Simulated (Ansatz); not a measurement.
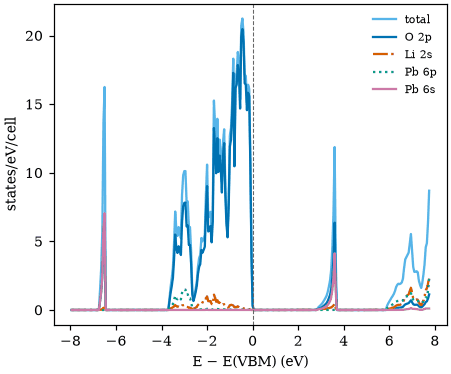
Figure: Total and projected density of states of Li8PbO6 in space group R-3 (No. 148; Li on 6c, Li on 18f, Pb on 3a, O on 18f), DFT-LDA in the program Ansatz with PAW potentials

Q: Which orbitals carry the states next to the gap?

A: Top 1 eV of the valence band: O 2p 96 %. Bottom 1 eV of the conduction band: O 2p 52 %, Pb 6s 32 %, O 2s 7 %, Li 2s 6 %. Projections are on Löwdin-orthogonalised atomic valence shells; empty p or d shells of many metals are not among them.

Q: Where is the tallest occupied peak in this window, and what makes it?

A: Near -0.5 eV, about 21 states/eV per cell; the largest projected share is O 2p.

The workflow started from a Materials Project entry (that database holds measured and hypothetical structures alike); the Crystallography Open Database files this formula in space group No. 148, but the cells were not matched. Whether it is the stable phase at ambient conditions was not checked. Symmetry was held in the LDA relaxation; phonons on a q-mesh show no instability. Spin–orbit coupling is left out wherever it is not named.

Potentials: the later of the program's two PAW sets.
